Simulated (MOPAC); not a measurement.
# Frequency calculation of BH3

BH3, computed with MNDO, closed shell (MOPAC 23.2.5).

The geometry was optimised with MNDO.

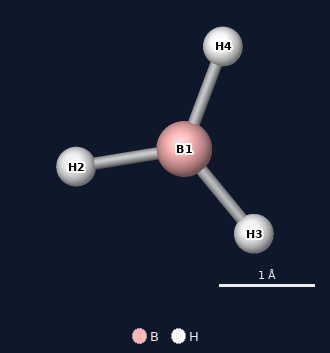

*The structure as given in the input (ball-and-stick view, seen on its broad side; atoms are numbered from 1 in the order of the input).*

Bond lengths as drawn: B–H 1.16 Å.

## Input file (mol.mop)
```
MNDO FORCE THERMO(298,398,100) THREADS=1 AUX(PRECISION=6)
BH3 charge 0
B
B      0.008640 +1    -0.012272 +1    -0.004160 +1
H      0.952640 +1     0.370725 +1     0.540197 +1
H     -0.276271 +1    -1.130241 +1     0.051067 +1
H     -0.650409 +1     0.722689 +1    -0.603764 +1
```

Hardware: 1 thread of AMD EPYC (Zen 5), 128 GiB of memory available, shared host.

Launch command:
```bash
mopac mol.mop
```

## What the program printed
```
MOPAC v23.2.5
MNDO CALCULATION RESULTS

 *  MNDO       - The MNDO Hamiltonian to be used
 *  FORCE      - FORCE CALCULATION SPECIFIED
 *  THREADS=1  - MULTI-THREADING NOT USED
 *  AUX        - OUTPUT AUXILIARY INFORMATION
 *  THERMO     - THERMODYNAMIC QUANTITIES TO BE CALCULATED
MNDO FORCE THERMO(298,398,100) THREADS=1 AUX(PRECISION=6)
 BH3 charge 0
 B
   ATOM   CHEMICAL          X               Y               Z
  NUMBER   SYMBOL      (ANGSTROMS)     (ANGSTROMS)     (ANGSTROMS)

     1       B          0.00864000  *  -0.01227200  *  -0.00416000  *
     2       H          0.95264000  *   0.37072500  *   0.54019700  *
     3       H         -0.27627100  *  -1.13024100  *   0.05106700  *
     4       H         -0.65040900  *   0.72268900  *  -0.60376400  *

          CARTESIAN COORDINATES

    NO.       ATOM           X           Y           Z

     1         B          0.0086     -0.0123     -0.0042
     2         H          0.9526      0.3707      0.5402
     3         H         -0.2763     -1.1302      0.0511
     4         H         -0.6504      0.7227     -0.6038

           Empirical Formula: H3 B  =     4 atoms

      MOLECULAR POINT GROUP   :   D3h

      RHF CALCULATION, NO. OF DOUBLY OCCUPIED LEVELS = 3

          HEAT OF FORMATION =      11.716701 KCALS/MOLE

          CARTESIAN COORDINATE DERIVATIVES

   NUMBER  ATOM         X            Y            Z

     1       B     -0.023167    -0.009571    -0.004809
     2       H      0.019516    -0.000652     0.001603
     3       H     -0.001502    -0.002148     0.001603
     4       H      0.005153     0.012371     0.001603

 DIPOLE           X         Y         Z       TOTAL
 POINT-CHG.     0.000     0.000    -0.000     0.000
 HYBRID        -0.000    -0.000    -0.000     0.000
 SUM            0.000    -0.000    -0.000     0.000

          GRADIENT NORM =   0.03503

          MOLECULAR WEIGHT =   13.83

          ROTATIONAL CONSTANTS IN CM(-1)

          A =    8.35830846   B =    8.35772618   C =    4.17900866

           PRINCIPAL MOMENTS OF INERTIA IN UNITS OF 10**(-40)*GRAM-CM**2

          A =        3.3491   B =        3.3493   C =        6.6984

          ORIENTATION OF MOLECULE IN FORCE CALCULATION

    NO.       ATOM         X         Y         Z

     1          B      -0.0000   -0.0000   -0.0000
     2          H       1.1551   -0.0000   -0.0000
     3          H      -0.5775    1.0003   -0.0000
     4          H      -0.5775   -1.0003    0.0000

    FIRST DERIVATIVES WILL BE USED IN THE CALCULATION OF SECOND DERIVATIVES

          ESTIMATED TIME TO COMPLETE CALCULATION =        0.00 SECONDS

    FOR POINT-GROUP D3h  THERE ARE  12 UNIQUE SYMMETRY FUNCTIONS.

 STEP:   1 TIME =     0.00 SECS, INTEGRAL =      0.00 TIME LEFT: 172800.00
 STEP:   2 TIME =     0.00 SECS, INTEGRAL =      0.00 TIME LEFT: 172800.00
 STEP:   3 TIME =     0.00 SECS, INTEGRAL =      0.00 TIME LEFT: 172800.00
 STEP:   4 TIME =     0.00 SECS, INTEGRAL =      0.00 TIME LEFT: 172800.00
 STEP:   5 TIME =     0.00 SECS, INTEGRAL =      0.00 TIME LEFT: 172800.00
 STEP:   6 TIME =     0.00 SECS, INTEGRAL =      0.00 TIME LEFT: 172800.00
 STEP:   7                       INTEGRAL =      0.00 TIME LEFT: 172800.00
 STEP:   8                       INTEGRAL =      0.00 TIME LEFT: 172800.00
 STEP:   9                       INTEGRAL =      0.00 TIME LEFT: 172800.00
 STEP:  10                       INTEGRAL =      0.00 TIME LEFT: 172800.00
 STEP:  11                       INTEGRAL =      0.00 TIME LEFT: 172800.00
 STEP:  12                       INTEGRAL =      0.00 TIME LEFT: 172800.00

(To convert to Hartree/Bohr^2, multiply by (10^(-21) x N x a0^2)/(4.184 x 627.51) =  0.0642)

           FORCE MATRIX IN MILLIDYNES/ANGSTROM

                  B  1       H  2       H  3       H  4
 ------------------------------------------------------
     B    1  11.438534
     H    2   4.675668   4.876519
     H    3   4.676053   0.450744   4.876519
     H    4   4.676288   0.450773   0.450744   4.876519

          HEAT OF FORMATION =      11.716701 KCALS/MOLE

          ZERO POINT ENERGY      18.415 KCAL/MOL

           NORMAL COORDINATE ANALYSIS (Total motion = 1 Angstrom)

   Root No.       1         2         3         4         5         6

                 1 E'      1 E'      1 A2"     1 A1'     2 E'      2 E'

                1312.6    1312.6    1339.2    2904.4    3006.4    3006.4

           1    0.0042   -0.0634   -0.0000   -0.0000    0.0497   -0.0439
           2   -0.0587   -0.0045   -0.0000    0.0000   -0.0450   -0.0485
           3    0.0000    0.0000   -0.0853    0.0000    0.0000    0.0000
           4    0.0034   -0.0509    0.0000    0.3333   -0.3631    0.3207
           5    0.4669    0.0360    0.0000    0.0000   -0.0072   -0.0078
           6   -0.0000    0.0000    0.3049   -0.0000    0.0000    0.0000
           7    0.1984    0.3823    0.0000   -0.1667   -0.2302   -0.0819
           8    0.0655    0.2465    0.0000    0.2887    0.4054    0.1218
           9    0.0000   -0.0000    0.3049   -0.0000   -0.0000    0.0000
          10   -0.2468    0.3480    0.0000   -0.1667    0.0607    0.2316
          11    0.0973   -0.2339    0.0000   -0.2887    0.0840    0.4056
          12   -0.0000   -0.0000    0.3049    0.0000   -0.0000   -0.0000

           MASS-WEIGHTED COORDINATE ANALYSIS (NORMAL COORDINATES)

   Root No.       1         2         3         4         5         6

                 1 E'      1 E'      1 A2"     1 A1'     2 E'      2 E'

                1312.6    1312.6    1339.2    2904.4    3006.4    3006.4

           1    0.0184   -0.3167   -0.0000   -0.0000    0.2542   -0.2309
           2   -0.3167   -0.0184   -0.0000    0.0000   -0.2309   -0.2542
           3    0.0000    0.0000   -0.4675    0.0000    0.0000    0.0000
           4    0.0045   -0.0776    0.0000    0.5774   -0.5674    0.5155
           5    0.7691    0.0446    0.0000    0.0000   -0.0114   -0.0125
           6   -0.0000    0.0000    0.5104   -0.0000    0.0000    0.0000
           7    0.3344    0.5787    0.0000   -0.2887   -0.3607   -0.1308
           8    0.1128    0.3744    0.0000    0.5000    0.6349    0.1943
           9    0.0000   -0.0000    0.5104   -0.0000   -0.0000    0.0000
          10   -0.3990    0.5362    0.0000   -0.2887    0.0957    0.3715
          11    0.1553   -0.3589    0.0000   -0.5000    0.1327    0.6506
          12   -0.0000   -0.0000    0.5104    0.0000   -0.0000   -0.0000

          DESCRIPTION OF VIBRATIONS

 VIBRATION          2    1E'         ATOM PAIR     ENERGY CONTRIBUTION    RADIAL
 FREQUENCY          1312.64         B 1 -- H 3         +50.8% ( 65.6%)      1.2%
 TRANSITION DIPOLE   0.9809         B 1 -- H 4         +45.0% ( 61.7%)      2.1%
 TRAVEL (Ang.)       0.3169         B 1 -- H 2          +4.2% ( 18.9%)     93.5%
 REDUCED MASS        0.5117
 EFFECTIVE MASS      1.8470
 FORCE CONSTANT      0.5194

 VIBRATION          3    1A2"        ATOM PAIR     ENERGY CONTRIBUTION    RADIAL
 FREQUENCY          1339.17         B 1 -- H 4         +33.3% ( 47.9%)      0.0%
 TRANSITION DIPOLE   1.0415         B 1 -- H 3         +33.3% ( 47.9%)      0.0%
 TRAVEL (Ang.)       0.2642         B 1 -- H 2         +33.3% ( 47.9%)      0.0%
 REDUCED MASS        0.7216
 EFFECTIVE MASS      2.2595
 FORCE CONSTANT      0.7625

 VIBRATION          4    1A1'        ATOM PAIR     ENERGY CONTRIBUTION    RADIAL
 FREQUENCY          2904.43         B 1 -- H 4         +33.3% ( 56.7%)    100.0%
 TRANSITION DIPOLE   0.0000         B 1 -- H 2         +33.3% ( 56.7%)    100.0%
 TRAVEL (Ang.)       0.2629         B 1 -- H 3         +33.3% ( 56.7%)    100.0%
 REDUCED MASS        0.3360
 EFFECTIVE MASS      1.0079
 FORCE CONSTANT      1.6698

 VIBRATION          6    2E'         ATOM PAIR     ENERGY CONTRIBUTION    RADIAL
 FREQUENCY          3006.39         B 1 -- H 4         +62.3% ( 80.7%)     99.6%
 TRANSITION DIPOLE   0.5804         B 1 -- H 2         +30.3% ( 56.3%)     90.5%
 TRAVEL (Ang.)       0.2034         B 1 -- H 3          +7.4% ( 27.8%)     54.2%
 REDUCED MASS        0.5422
 EFFECTIVE MASS      1.6331
 FORCE CONSTANT      2.8873

      SYMMETRY NUMBER FOR POINT-GROUP D3h =  6

          SYSTEM IS A GROUND STATE

 B
 BH3 charge 0

          MOLECULE IS NOT LINEAR

          THERE ARE  6 GENUINE VIBRATIONS IN THIS SYSTEM
          THIS THERMODYNAMICS CALCULATION IS LIMITED TO
          MOLECULES WHICH HAVE NO INTERNAL ROTATIONS

                    CALCULATED THERMODYNAMIC PROPERTIES
                                          *
   TEMP. (K)   PARTITION FUNCTION   H.O.F.    ENTHALPY  HEAT CAPACITY ENTROPY
                                   KCAL/MOL   CAL/MOLE    CAL/K/MOL  CAL/K/MOL

 298.00  VIB.     0.1005D+01                    19.2811     0.4137     0.0748
         ROT.     0.5154D+02                   888.2803     2.9808    10.8150
         INT.     0.5180D+02                   907.5614     3.3945    10.8898
         TRA.     0.4974D+26                  1480.4672     4.9680    33.8195
         TOT.                       11.717    2388.0285     8.3625    44.7093

 298.00  VIB.     0.1005D+01                    19.2811     0.4137     0.0748
         ROT.     0.5154D+02                   888.2803     2.9808    10.8150
         INT.     0.5180D+02                   907.5614     3.3945    10.8898
         TRA.     0.4974D+26                  1480.4672     4.9680    33.8195
         TOT.                       11.717    2388.0285     8.3625    44.7093

 398.00  VIB.     0.1026D+01                    96.8628     1.1804     0.2940
         ROT.     0.7955D+02                  1186.3609     2.9808    11.6775
         INT.     0.8160D+02                  1283.2237     4.1612    11.9714
         TRA.     0.7678D+26                  1977.2682     4.9680    35.2571
         TOT.                       12.589    3260.4919     9.1292    47.2285

   *: NOTE: HEATS OF FORMATION ARE RELATIVE TO THE
            ELEMENTS IN THEIR STANDARD STATE AT 298K
              (=  Standard Enthalpy of Formation).

            Hvib:  Zero-point energy is not included.
                   frequencies of less than zero cm-1 are not included.
            Hrot = (3/2)RT
            Htra = (3/2)RT + pV = (5/2)RT

            Heat capacity is Cp, not Cv

           FORCE CONSTANT IN CARTESIAN COORDINATES (Millidynes/A)

    ATOM   CHEMICAL       X               Y               Z
   NUMBER   SYMBOL  FORCE CONSTANT  FORCE CONSTANT  FORCE CONSTANT

      1       B        7.893268        7.893268        2.496580
      2       H        4.830707        0.608244        0.278969
      3       H        1.663966        3.774986        0.278969
      4       H        1.663754        3.775197        0.278969

 *                    *
 * JOB ENDED NORMALLY *
 *                    *

 TOTAL JOB TIME:             0.02 SECONDS

 == MOPAC DONE ==
```

## Summary

```tsv
quantity	value
outcome	converged
heat of formation	11.72 kcal/mol
basis functions	7
zero-point energy	0.029347 hartree
wavenumbers, lowest and highest	1313 and 3006 cm⁻¹
peak memory	0.08 GiB
```

MOPAC's energies along a path are heats of formation.
